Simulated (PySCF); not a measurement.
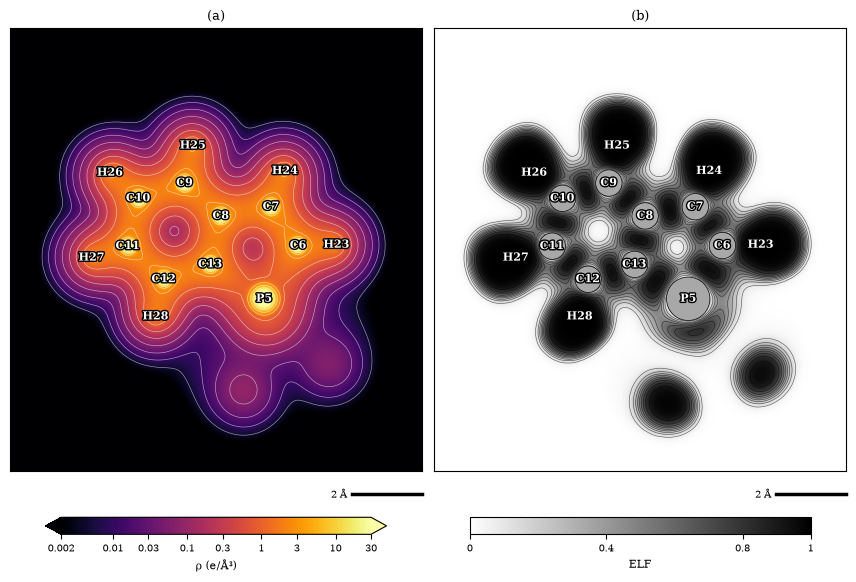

*C12H15P (SMILES CC(C)(C)p1ccc2ccccc21). (a) electron density; (b) ELF on the plane of atoms C8, C9 and H25. Grey discs cover the atomic cores in the ELF map.*

Geometry: PBE0-D3(BJ)/def2-SVP.

Method: PBE0/pcSseg-1, SCF density, gas phase, non-relativistic in PySCF.

```xyz
28

C    -1.4492    0.7233    0.7855
C    -1.7763   -0.3009   -0.2946
C    -2.2793    0.3984   -1.5573
C    -2.8275   -1.2925    0.2055
P    -0.2644   -1.3389   -0.7990
C     0.3757   -1.9452    0.7866
C     1.5606   -1.3790    1.1105
C     2.0015   -0.3340    0.1949
C     3.1663    0.4350    0.2823
C     3.4179    1.4105   -0.6795
C     2.5263    1.6100   -1.7375
C     1.3746    0.8293   -1.8486
C     1.0992   -0.1319   -0.8774
H    -0.7178    1.4641    0.4299
H    -1.0345    0.2446    1.6849
H    -2.3655    1.2643    1.0788
H    -3.2012    0.9601   -1.3307
H    -1.5420    1.1203   -1.9406
H    -2.5075   -0.3217   -2.3583
H    -3.7668   -0.7585    0.4274
H    -3.0498   -2.0659   -0.5465
H    -2.5055   -1.7938    1.1311
H    -0.0887   -2.7509    1.3584
H     2.1615   -1.6714    1.9766
H     3.8704    0.2711    1.1024
H     4.3226    2.0194   -0.6113
H     2.7385    2.3733   -2.4899
H     0.7022    0.9707   -2.6986
```

> Read the bonding off the picture.

Atoms in the plane: P, C and H.
C–C (1.35 Å): ρ at the midpoint is about 2.2 e/Å³; the ELF peaks at about 0.95 between the atoms; localised, covalent bonding.
C–P (1.81 Å): ρ is about 1.2 e/Å³ halfway; the ELF peaks at about 0.95 between the atoms (localised, covalent bonding).
C–H (1.09 Å): ρ at the midpoint is about 2 e/Å³; the ELF climbs to about 1 towards the hydrogen, as it does in any bond to H: a covalent bond by its length.
C–C (1.39 Å): ρ at the midpoint is about 2.1 e/Å³; the ELF peaks at about 0.95 between the atoms (localised, covalent bonding).
C–C (1.46 Å): ρ is about 1.9 e/Å³ halfway; the ELF peaks at about 0.95 between the atoms; localised, covalent bonding.
